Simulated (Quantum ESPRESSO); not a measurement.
**Cost against accuracy: K_POINTS for B4C (R-3m, 15 atoms in the cell)**

Cell: a = 5.1755 Å, b = 5.1755 Å, c = 5.1755 Å, α = 65.95°, β = 65.95°, γ = 65.95°.

Level of theory: LDA (PZ), GBRV 1.5 ultrasoft (LDA) pseudopotentials (plane waves; Quantum ESPRESSO 7.5).

Base settings: ecutwfc = 40 Ry; ecutrho = 200 Ry; occupations = fixed; potentials = {B: b_lda_v1.4.uspp.F.UPF, C: c_lda_v1.2.uspp.F.UPF}; K_POINTS = automatic 5 5 5 0 0 0; nbnd = 32; conv_thr = 1e-08 Ry; mixing_beta = 0.7.

Misses are taken against the tightest run, automatic 18 18 18 0 0 0, which need not be fully converged itself. The energy is the free energy per atom.

The count of work is k-points × plane waves × bands × iterations; it is no time, and leaves out set-up, grids and terms that scale otherwise. Core times come from one kind of shared machine and are given to one figure; runs under 30 s give none.

The starting cell comes from a database of computed structures (which also holds hypothetical and non-ambient phases and stackings), without a prior relaxation at this level. In the base run, with a pressure of about -6 GPa the cell is away from its equilibrium volume at this level.

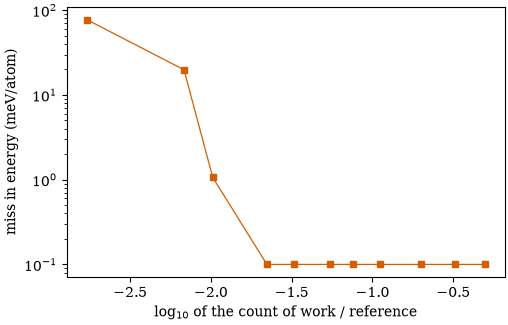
Miss against the count of work; the reference run is not drawn, and misses under 0.1 meV/atom are drawn there.

| K_POINTS | energy less reference (meV/atom) | pressure less reference (GPa) | largest difference in the force on any atom (eV/Å) | count of work / reference | core time / reference (rough) |
|---|---|---|---|---|---|
| automatic 1 1 1 0 0 0 | 77.57 | -0.40 | 1.580 | 0.0017 | – |
| automatic 2 2 2 0 0 0 | 19.82 | 0.35 | 0.189 | 0.0068 | – |
| automatic 3 3 3 0 0 0 | -1.06 | 0.00 | 0.022 | 0.010 | – |
| automatic 4 4 4 0 0 0 | 0.06 | 0.00 | 0.006 | 0.022 | – |
| automatic 5 5 5 0 0 0 | -0.03 | 0.00 | 0.001 | 0.033 | 0.03 |
| automatic 6 6 6 0 0 0 | 0.00 | 0.00 | 0.000 | 0.055 | 0.05 |
| automatic 7 7 7 0 0 0 | 0.00 | 0.00 | 0.000 | 0.075 | 0.07 |
| automatic 8 8 8 0 0 0 | 0.00 | 0.00 | 0.000 | 0.11 | 0.1 |
| automatic 10 10 10 0 0 0 | 0.00 | 0.00 | 0.000 | 0.20 | 0.2 |
| automatic 12 12 12 0 0 0 | 0.00 | 0.00 | 0.000 | 0.32 | 0.3 |
| automatic 14 14 14 0 0 0 | 0.00 | 0.00 | 0.000 | 0.50 | 0.5 |
| automatic 18 18 18 0 0 0 | 0.00 | 0.00 | 0.000 | 1.0 | 1 |

Coarsest setting among those run that, with all tighter ones, holds the energy within 5 meV/atom of the reference: automatic 3 3 3 0 0 0, off by 1.1 meV/atom; it needs 0.010 of the reference's count of work.

The step from automatic 1 1 1 0 0 0 to automatic 2 2 2 0 0 0: it takes the miss in the energy from 78 to 20 meV/atom, for 4.0 times the count of work.
